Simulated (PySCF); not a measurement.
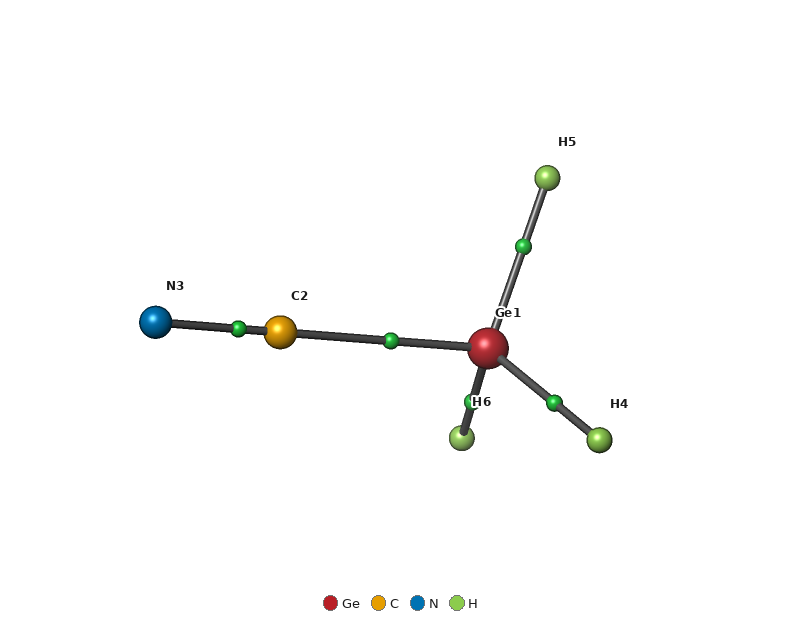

*Ge(CN)H3 (CH₃GeN). Molecular graph of the electron density (QTAIM): bond paths, bond critical points (green), ring points (magenta, if any); weak paths are dashed.*

Level of theory: PBE/aug-cc-pVDZ (PySCF), at a geometry from GFN2-xTB. No frequency check shows the geometry to be a minimum. GFN2-xTB bond lengths at metals and heavier atoms can be off by up to 0.1 Å and shapes distorted, which carries into these values.

The calculation's input:

```python
import numpy as np
from pyscf import gto, scf, dft
from pyscf.scf import atom_ks, atom_hf
from scipy.linalg import block_diag

def solve(mol, dm0=None, hcore=None):
    mf = (dft.UKS if mol.spin else dft.RKS)(mol, xc='pbe')
    mf.grids.level = 3
    mf = mf.density_fit(auxbasis='def2-universal-jkfit')
    mf.conv_tol, mf.max_cycle = 1e-8, 80
    if hcore is not None:
        mf.get_hcore = lambda *args: hcore
    mf.kernel(dm0)
    if not mf.converged:
        mf = mf.newton().run(mf.mo_coeff, mf.mo_occ, max_cycle=30)
    assert mf.converged, 'SCF not converged'
    return mf

mol = gto.M(atom='''
Ge     0.65545     0.00005     0.00005
C     -1.25066    -0.00123    -0.00049
N     -2.39524     0.00051     0.00023
H      1.09974    -0.87952     1.11564
H      1.09689     1.40811     0.20356
H      1.09977    -0.52643    -1.31946
''', basis='aug-cc-pvdz', charge=0, spin=0, verbose=4)
mf = solve(mol)
mf.analyze()
# spherically averaged free atoms, for the promolecule
atm = atom_ks.get_atm_nrks(mol, xc='pbe')
pro = block_diag(*[(atm[a[0]][2] * atm[a[0]][3]) @ atm[a[0]][2].T for a in mol._atom])
np.savez('result.npz', e=mf.e_tot, c=mf.mo_coeff, occ=mf.mo_occ, eps=mf.mo_energy, pro=pro, dip=mf.dip_moment(verbose=0), s2=mf.spin_square()[0])
```

Run with:

```sh
OMP_NUM_THREADS=1 python input.py
```

The run took 11 s on 1 thread of Arm Neoverse V1 (shared host), peak memory 0.4 GiB.

Partitions, critical points and surface values were worked out afterwards from this run's density.

### How many critical points of each kind are there, and does the count close?

6 nuclei, 5 bond, 0 ring and 0 cage critical points: 6 − 5 + 0 − 0 = 1, as the Poincaré–Hopf relation requires.

### Give the properties at the bond critical points.

```tsv
bond	length (Å)	ρ (a.u.)	∇²ρ (a.u.)	ε	H (a.u.)
C2–N3	1.145	0.478	+0.64	0.00	−0.887
Ge1–H4 (3 alike)	1.488	0.144	+0.08	0.01	−0.089
Ge1–C2	1.906	0.126	+0.20	0.00	−0.068
```

### What kind of interaction is Ge1–C2?

Polar or intermediate (positive Laplacian, negative energy density H): ρ = 0.126, ∇²ρ = +0.20, H = −0.068 a.u.
